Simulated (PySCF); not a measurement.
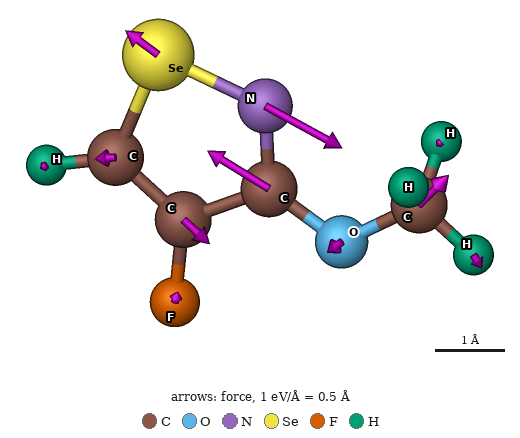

Starting geometry of C4H4FNOSe with the computed forces as purple arrows. Style: ball-and-stick. Shown at a tilt.

The start comes from GFN2-xTB. Its atoms were then displaced at random by about 0.01 Å.

Level of theory: PySCF 2.14.0, density-fitted response routines, PBE0-D3(BJ)/def2-SVP geometry optimisation, gas phase. 

### What follows when this structure is relaxed?

It isn't relaxed: the largest force vector, on the N atom, is 2.59 eV/Å. The final displacements follow the starting forces only in part (cosine between the two patterns 0.47). The atom that moves furthest after the best rigid fit is an H atom (0.062 Å). By element the largest moves are H 0.062 Å, F 0.060 Å, C 0.050 Å, N 0.049 Å, Se 0.040 Å, O 0.039 Å. Among the contacts that change: N–Se 1.743 → 1.814 Å, C–O 1.383 → 1.413 Å, C–Se 1.830 → 1.857 Å, C–N 1.315 → 1.298 Å. Among the angles between lasting bonds that change: N–C–C 113.6° → 118.3°, C–N–Se 113.5° → 109.4°, O–C–N 125.7° → 123.3°. After 17 geometry steps the energy has fallen by 3.16 kcal/mol.
